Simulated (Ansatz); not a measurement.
```cif
data_structure
_symmetry_space_group_name_H-M 'P 1'
_symmetry_Int_Tables_number 1
_cell_length_a 3.5504
_cell_length_b 3.5504
_cell_length_c 28.0529
_cell_angle_alpha 90.000
_cell_angle_beta 90.000
_cell_angle_gamma 90.000
_cell_volume 353.62
loop_
_atom_site_label
_atom_site_type_symbol
_atom_site_fract_x
_atom_site_fract_y
_atom_site_fract_z
_atom_site_occupancy
Mg1 Mg 0.00000 0.00000 0.20899 1
Mg2 Mg 0.50000 0.50000 0.70899 1
Mg3 Mg 0.50000 0.50000 0.29101 1
Mg4 Mg 0.00000 0.00000 0.79101 1
Cd1 Cd 0.50000 0.50000 0.06773 1
Cd2 Cd 0.00000 0.00000 0.56773 1
Cd3 Cd 0.00000 0.00000 0.43227 1
Cd4 Cd 0.50000 0.50000 0.93227 1
Cd5 Cd 0.00000 0.00000 0.00000 1
Cd6 Cd 0.50000 0.50000 0.50000 1
S1 S 0.50000 0.50000 0.19866 1
S2 S 0.00000 0.00000 0.69866 1
S3 S 0.00000 0.00000 0.30134 1
S4 S 0.50000 0.50000 0.80134 1
```

Space group I4/mmm; a generated structure, not necessarily the stable one.

Computed with DFT PBE, scalar-relativistic, plane waves, PAW in Ansatz.

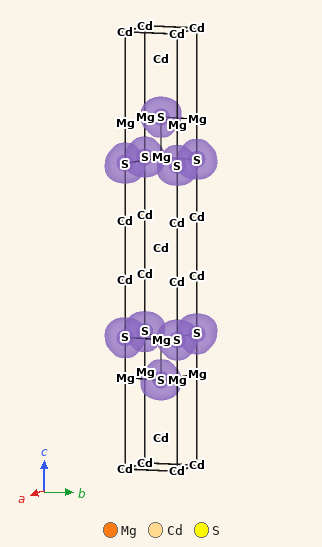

Mg$_{2}$Cd$_{3}$S$_{2}$. Isosurface of the electron localisation function at 0.7 (purple), seen slightly off an axis. Only the valence region is drawn (cores and ρ < 0.01 e/Å³ removed). Sticks mark near contacts.

Core electrons are frozen (PAW), and the valence fields are smoothed inside the atomic spheres.

What do the ELF domains correspond to?

Answer. The ELF exceeds this value in four regions wrapped around S (the valence shell of each), counted in one cell of 14 atoms. Any copies at cell faces, edges or corners count once. Profiles from the grid: Mg–S (2.53 Å): the ELF peaks at about 0.90 in the valence shell of S, 0.9 Å from its nucleus, and is about 0.75 at the midpoint. Cd–Cd (3.15 Å): the ELF is about 0.20 at the midpoint; no localised pair shows between them.
